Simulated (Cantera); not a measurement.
Input: 1 mol Al, 10 mol CO2, 83 mol CO, equilibrated at 1.00 bar.

Cantera equilibrium calculation (NASA polynomials, part measured and part estimated; ideal gas, pure solids and liquids). Candidate condensed phases: Al, Al2O3, C; 19 gas species. Rates play no part.

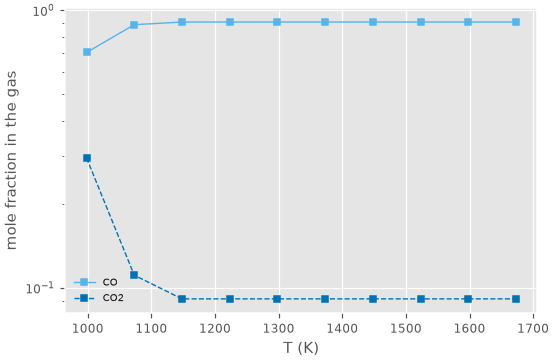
Equilibrium gas composition (values under 1e-9 drawn at 1e-9)

From 998 K to 1073 K the condensed part is Al2O3(s) + C(graphite). From 1148 K to 1673 K the condensed part is Al2O3(s).
